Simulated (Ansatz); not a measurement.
**BiP (CsCl type): response to moved atoms and strain**

How does BiP (CsCl type) push back when it is distorted? Each run changes the relaxed cell in one way. This structure was made by substitution into a known type, so it needn't be the compound's stable form.

Computed with Ansatz 0.2.0 (DFT r²SCAN, scalar-relativistic, plane waves, PAW, unless a step's input says otherwise).

1 further run of the same task is left out (it didn't finish).

## Step 1: The system as given

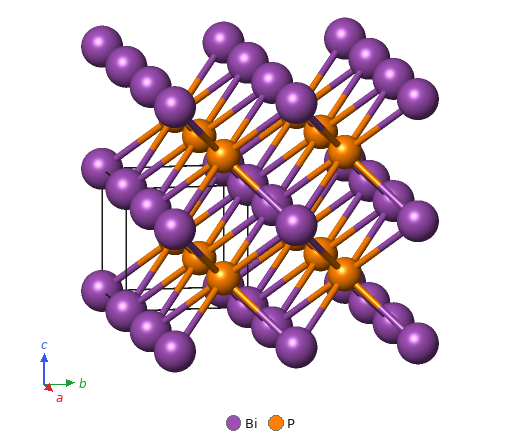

The starting structure, seen slightly off an axis (bismuth purple, phosphorus orange). 3×2×2 cells are drawn. Atoms on the faces are drawn again on the opposite ones.

As a file:

```xyz
2
Lattice="3.5738 0.0000 0.0000 0.0000 3.5738 0.0000 0.0000 0.0000 3.5738" Properties=species:S:1:pos:R:3 pbc="T T T"
Bi    0.0000    0.0000    0.0000
P     1.7869    1.7869    1.7869
```

An earlier run at r²SCAN left this cell at 22.822 Å³/atom and 0.00 GPa (10×10×10 mesh).

The changes: atom 2 (P) moved 0.08 Å along x; strain e2 = -0.02, atoms carried along; all atoms moved at random (σ = 0.15 Å), cell strained at random (1 %).

## Step 2: Atom 2 (P) moved 0.08 Å along x

Input file input.yaml:

```yaml
crystal:
  lattice:
    - [3.5737580947, 0.0, 0.0]
    - [0.0, 3.5737580947, 0.0]
    - [0.0, 0.0, 3.5737580947]
  atoms:
    - { symbol: Bi, position: [0.0, 0.0, 0.0] }
    - { symbol: P, position: [0.5223853988, 0.5, 0.5] }
basis:
  ecutwfc: 500
  ecutrho_ratio: 4
kpoints:
  mp_grid: { grid: [10, 10, 10] }
hamiltonian:
  xc: r2scan
scf:
  occupations: { method: gaussian, width: 0.05 }
output:
  forces: true
  stress: true
  eigenvalues: true
  write_density: true
  write_potential: true
  elf: true
  volumetric_format: npy
```

Started as:

```bash
$ ansatz run input.yaml --threads 2 --pin off --max-ram 2662MiB --backend cpu --events-out ev --progress --plain --runs-dir out
```

Output, cut to the lines that bear on the results:

```text
Warning: RAYON_NUM_THREADS=2 ignored (pool sized by the plan → 2); use --threads N
[...]
Pseudopotentials: kind: paw
Pseudopotential: Bi, paw, valence charge 15, recommended cutoff 500 eV (meta_gga), Bi.paw.azcp
Pseudopotential: P, paw, valence charge 5, recommended cutoff 500 eV (meta_gga), P.paw.azcp
Functional definition: r2SCAN
[...]
Crystal: 2 atoms, lattice volume = 45.643 Å³
Basis set: ecut = 500 eV, 1189 PW (Γ), exchange–correlation on 108×108×108 points (64 copies of the dense FFT grid, shifted against one another)
Bands: 14, of which v1, the nominal top of the filled ones, is band 10 counted from 1 (9 counted from 0)
Symmetry: 8 space group operations
Space group: P4mm (ITA 99), of the structure as read, at distance tolerance 3.6e-5 Å
k-points: 126 of 1000 (time reversal used)
[...]
SCF iter   1: F=—  HF=-13169.137341 eV  |F-HF|=—  |Δ(HF+E_count)|=         —  Δρ=3.62e-3  dr2=5.84e-3  dr2_τ=2.08e-3  ethr=1.77e-3  ⟨swp⟩=6.3  Hψ=10950  notcnv=0
[...]
SCF iter   6: F=-13169.160445 eV  HF=-13169.160445 eV  |F-HF|=4.16e-9  |Δ(HF+E_count)|=   5.14e-7  Δρ=7.75e-6  dr2=3.74e-8  dr2_τ=6.01e-10  ethr=5.00e-10  ⟨swp⟩=13.4  Hψ=15454  notcnv=0
[...]
SCF converged after 6 iterations
Free energy (F): -13169.160445 eV
[...]
E sigma→0 (E₀):  -13169.159821 eV
Entropy (-TS):   -0.001248 eV (-0.624 meV/atom)
Fermi energy:    11.235786 eV
[...]
--- Forces (eV/Å), atoms counted from 1 ---
  atom   1  Bi    -0.10035699     0.00000000     0.00000000
  atom   2  P      0.10036090    -0.00000000     0.00000000
[...]
--- Stress (GPa, compression-positive) ---
        0.242108       0.000000       0.000000
        0.000000       0.071181       0.000000
        0.000000       0.000000       0.071181
  P = ⅓ Tr σ = 0.1282 GPa (1.282 kbar)
--- Band table (eV; the first three rows and the last of 126) ---
  k-point 0: bands = ["-12.8190", "-12.8175", "-12.6740", "-12.6740", "-12.6727", "-3.5017", "4.4471", "9.1473", "9.1473", "9.1742", "15.3783", "15.4729", "17.5633", "17.5633"]
[...]
```

It took 16 s on 2 threads of Arm Neoverse V1, shared host; peak memory 0.48 GiB.

Result: volume 22.822 Å³/atom, pressure 0.13 GPa, metallic.

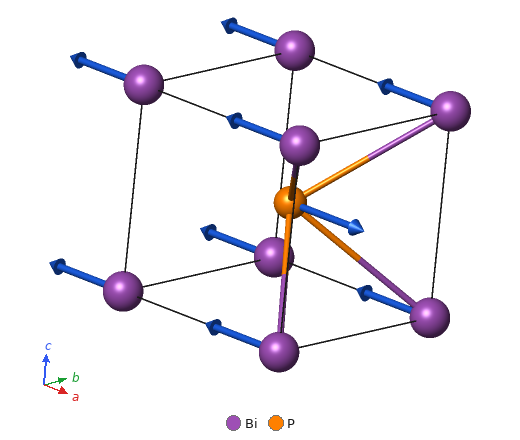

Forces on the atoms; the longest arrow is 0.10 eV/Å.

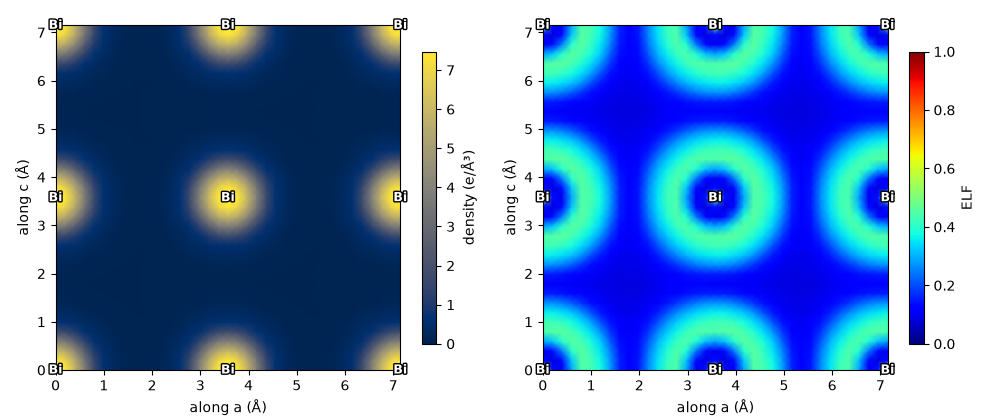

Density (left) and ELF (right) in a lattice plane of the grid's cell (edges 3.57 and 3.57 Å, at 0.000 of the third edge), which holds Bi. Only atoms in the plane are labelled. Both are smooth fields of the valence electrons: close to the nuclei they are not physical.

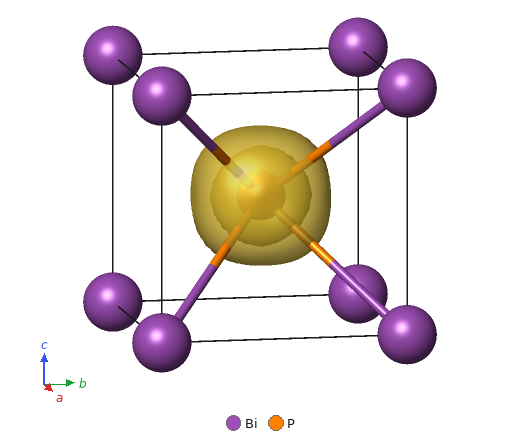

Surface of ELF = 0.78, drawn in one cell.

Maxima of ELF outside the ion cores: 0.84 in the shell around P, 0.9 Å from P.

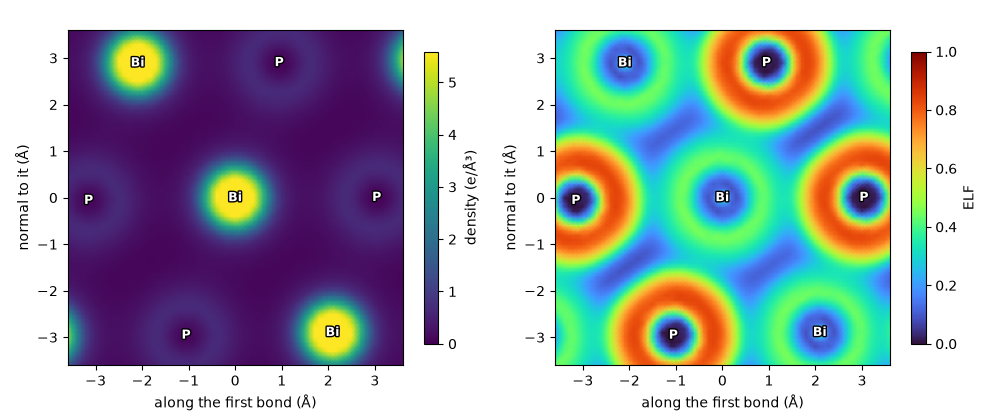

Density and ELF in the plane through atom 1 (Bi) and two of its nearest P neighbours; the density scale stops at 5.59 e/Å³.

## Step 3: Strain e2 = -0.02, atoms carried along

Input file input.yaml:

```yaml
crystal:
  lattice:
    - [3.5737580947, 0.0, 0.0]
    - [0.0, 3.5022829328, 0.0]
    - [0.0, 0.0, 3.5737580947]
  atoms:
    - { symbol: Bi, position: [0.0, 0.0, 0.0] }
    - { symbol: P, position: [0.5, 0.5, 0.5] }
basis:
  ecutwfc: 500
  ecutrho_ratio: 4
kpoints:
  mp_grid: { grid: [10, 10, 10] }
hamiltonian:
  xc: r2scan
scf:
  occupations: { method: gaussian, width: 0.05 }
output:
  forces: true
  stress: true
  eigenvalues: true
```

Started as:

```bash
$ ansatz run input.yaml --threads 2 --pin off --max-ram 2662MiB --backend cpu --events-out ev --progress --plain --runs-dir out
```

Output, cut to the lines that bear on the results:

```text
Warning: RAYON_NUM_THREADS=2 ignored (pool sized by the plan → 2); use --threads N
[...]
[... 4 set-up lines as earlier in the session ...]
[...]
Crystal: 2 atoms, lattice volume = 44.730 Å³
Basis set: ecut = 500 eV, 1141 PW (Γ), exchange–correlation on 108×108×108 points (64 copies of the dense FFT grid, shifted against one another)
Bands: 14, of which v1, the nominal top of the filled ones, is band 10 counted from 1 (9 counted from 0)
Symmetry: 16 space group operations
Space group: P4/mmm (ITA 123), of the structure as read, at distance tolerance 3.5e-5 Å
k-points: 126 of 1000
[...]
SCF iter   1: F=—  HF=-13169.122282 eV  |F-HF|=—  |Δ(HF+E_count)|=         —  Δρ=3.60e-3  dr2=5.25e-3  dr2_τ=2.17e-3  ethr=1.77e-3  ⟨swp⟩=6.2  Hψ=10913  notcnv=0
[...]
SCF iter   6: F=-13169.148483 eV  HF=-13169.148483 eV  |F-HF|=3.00e-9  |Δ(HF+E_count)|=   3.13e-7  Δρ=4.52e-6  dr2=1.27e-8  dr2_τ=1.35e-10  ethr=5.00e-10  ⟨swp⟩=8.5  Hψ=9550  notcnv=0
[...]
SCF converged after 6 iterations
Free energy (F): -13169.148483 eV
[...]
E sigma→0 (E₀):  -13169.147855 eV
Entropy (-TS):   -0.001256 eV (-0.628 meV/atom)
Fermi energy:    11.580343 eV
[...]
--- Forces (eV/Å), atoms counted from 1 ---
  atom   1  Bi     0.00000000     0.00000000     0.00000000
  atom   2  P      0.00000000    -0.00000000     0.00000000
[...]
--- Stress (GPa, compression-positive) ---
        1.076142       0.000000      -0.000000
        0.000000       2.898187       0.000000
       -0.000000       0.000000       1.076142
  P = ⅓ Tr σ = 1.6835 GPa (16.835 kbar)
--- Band table (eV; the first three rows and the last of 126) ---
  k-point 0: bands = ["-12.5191", "-12.5018", "-12.3570", "-12.3539", "-12.3539", "-3.3375", "4.8588", "9.3093", "9.3093", "9.6951", "15.6728", "15.8623", "18.0157", "18.0157"]
[...]
```

It took 6.5 s on 2 threads of Arm Neoverse V1, shared host; peak memory 0.45 GiB.

Read off: volume 22.365 Å³/atom, pressure 1.68 GPa, a metal on this mesh.

## Step 4: All atoms moved at random (σ = 0.15 Å), cell strained at random (1 %)

Input file input.yaml:

```yaml
crystal:
  lattice:
    - [3.5704365234, 0.0194654527, -0.0408433315]
    - [0.0194654527, 3.5520457733, 0.0279648784]
    - [-0.0408433315, 0.0279648784, 3.6003576219]
  atoms:
    - { symbol: Bi, position: [0.0010197255, 0.0057169507, 0.0566848295] }
    - { symbol: P, position: [0.4989802745, 0.4942830493, 0.4433151705] }
basis:
  ecutwfc: 500
  ecutrho_ratio: 4
kpoints:
  mp_grid: { grid: [10, 10, 10] }
hamiltonian:
  xc: r2scan
scf:
  occupations: { method: gaussian, width: 0.05 }
output:
  forces: true
  stress: true
  eigenvalues: true
```

Started as:

```bash
$ ansatz run input.yaml --threads 2 --pin off --max-ram 2662MiB --backend cpu --events-out ev --progress --plain --runs-dir out
```

Output, cut to the lines that bear on the results:

```text
Warning: RAYON_NUM_THREADS=2 ignored (pool sized by the plan → 2); use --threads N
[...]
[... 4 set-up lines as earlier in the session ...]
[...]
Crystal: 2 atoms, lattice volume = 45.651 Å³
Basis set: ecut = 500 eV, 1183 PW (Γ), exchange–correlation on 108×108×108 points (64 copies of the dense FFT grid, shifted against one another)
Bands: 14, of which v1, the nominal top of the filled ones, is band 10 counted from 1 (9 counted from 0)
Symmetry: 1 space group operations
Space group: P1 (ITA 1), of the structure as read, at distance tolerance 3.6e-5 Å
k-points: 504 of 1000 (time reversal used)
[...]
SCF iter   1: F=—  HF=-13169.206318 eV  |F-HF|=—  |Δ(HF+E_count)|=         —  Δρ=4.11e-3  dr2=8.30e-3  dr2_τ=3.07e-3  ethr=1.77e-3  ⟨swp⟩=6.1  Hψ=43982  notcnv=0
[...]
SCF iter   7: F=-13169.230100 eV  HF=-13169.230100 eV  |F-HF|=1.48e-9  |Δ(HF+E_count)|=   6.67e-8  Δρ=3.41e-6  dr2=6.03e-9  dr2_τ=1.12e-10  ethr=5.00e-10  ⟨swp⟩=7.4  Hψ=35874  notcnv=0
[...]
SCF converged after 7 iterations
Free energy (F): -13169.230100 eV
[...]
E sigma→0 (E₀):  -13169.229458 eV
Entropy (-TS):   -0.001285 eV (-0.643 meV/atom)
Fermi energy:    11.155127 eV
[...]
--- Forces (eV/Å), atoms counted from 1 ---
  atom   1  Bi    -0.05337807     0.04283693     0.18767830
  atom   2  P      0.05337177    -0.04283371    -0.18765518
[...]
--- Stress (GPa, compression-positive) ---
        2.891838      -0.527339       0.464081
       -0.527339       3.454245      -0.023327
        0.464081      -0.023327       3.366196
  P = ⅓ Tr σ = 3.2374 GPa (32.374 kbar)
--- Band table (eV; the first three rows and the last of 504) ---
  k-point 0: bands = ["-12.7861", "-12.7798", "-12.6447", "-12.6439", "-12.6385", "-3.6652", "4.6099", "8.8971", "9.0872", "9.5105", "13.9698", "15.4093", "17.6814", "17.8721"]
[...]
```

It took 45 s on 2 threads of Arm Neoverse V1, shared host; peak memory 0.79 GiB.

Read off: volume 22.825 Å³/atom, pressure 3.24 GPa, metallic.

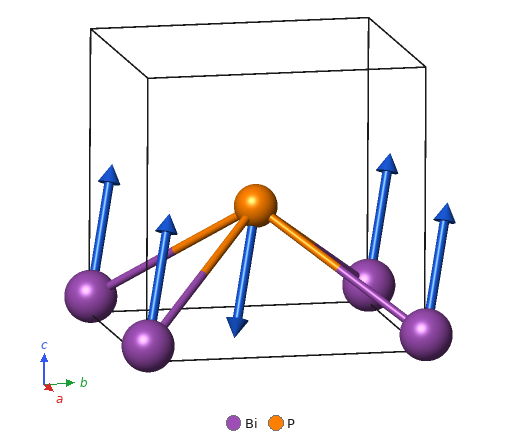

Forces on the atoms; the longest arrow is 0.20 eV/Å.

## Step 5: Results

| change | change of free energy (meV/atom) | largest force (eV/Å) | largest change of stress (GPa) |
| --- | --- | --- | --- |
| atom 2 (P) moved 0.08 Å along x | -2.11 | 0.100 | 0.24 |
| strain e2 = -0.02, atoms carried along | 3.87 | 0.000 | 2.90 |
| all atoms moved at random (σ = 0.15 Å), cell strained at random (1 %) | -36.94 | 0.200 | 3.45 |

Moving atom 2 by 0.08 Å meets a driving force of 0.100 eV/Å along the move, a force constant of about -1.3 eV/Å². The strain e2 = -0.02 changes that stress component by +2.90 GPa (compression positive), a ratio of 145 GPa; that is a secant over a finite strain with the atoms carried along, not the elastic constant. A distortion lowers the energy, so the starting cell or its electronic state is no minimum. Spin–orbit coupling is left out, though the cell holds Bi; in elements this heavy it can shift levels and gaps by tenths of an eV. A separate test found that a distortion of this cell lowers its energy, so it is no minimum.
